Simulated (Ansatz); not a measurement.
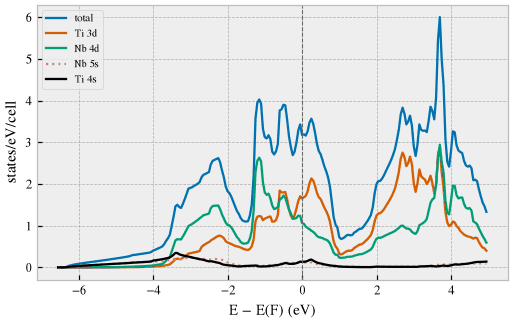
Fig. 1. Total and projected density of states of TiNb in space group Cmmm (No. 65; Ti on 2c, Nb on 2a), the program Ansatz at the r²SCAN level (PAW)

Q: Which orbitals carry the states next to the Fermi level?

A: Within 0.5 eV of the Fermi level: Ti 3d 52 %, Nb 4d 35 %, outside the projected shells 5 %. Projections are on Löwdin-orthogonalised atomic valence shells; empty p or d shells of many metals are not among them.

Q: Where is the tallest occupied peak in this window, and what makes it?

A: Near -1.1 eV, about 4.0 states/eV per cell; the largest projected share is Nb 4d.

The workflow started from a Materials Project entry (that database holds measured and hypothetical structures alike); the Crystallography Open Database copy checked does not list it. With Ti and Nb taken as one species the cell has the higher symmetry Im-3m, so it may be an ordered model of a mixed-site phase. Whether it is the stable phase at ambient conditions was not checked. The cell was relaxed with r²SCAN under the symmetry of its start; its stability against distortions is not shown here. The run is not spin-polarised. Scalar-relativistic: spin–orbit coupling is off unless named, which matters more the heavier the elements.

Potentials: the later of the program's two PAW sets.
